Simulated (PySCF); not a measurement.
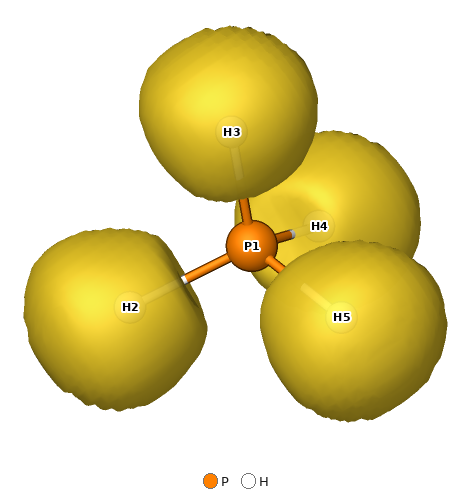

*H₄P (SMILES [PH4+]) (charge +1). Isosurface of the ELF at 0.9 (yellow), seen at a tilt. Core shells and regions of very low density are left out.*

Geometry: GFN2-xTB, MD frame at 250 fs, 300 K.

Method: PBE0/pcSseg-1, SCF density, gas phase, non-relativistic in PySCF 2.14.0.

| atom | x (Å) | y (Å) | z (Å) |
| --- | --- | --- | --- |
| P | -0.6080 | 0.2990 | 0.3797 |
| H | -0.9762 | -1.0237 | 0.5845 |
| H | 0.0620 | 0.6843 | 1.4351 |
| H | -1.6327 | 1.1617 | 0.1676 |
| H | 0.1318 | 0.4972 | -0.7440 |

### Identify the bonds, lone pairs and shells in this picture.

At this value the surface marks out four regions around hydrogen nuclei. Along the contacts the grid gives the following. P–H (1.31 Å): the ELF climbs to about 1 towards the hydrogen, as it does in any bond to H.
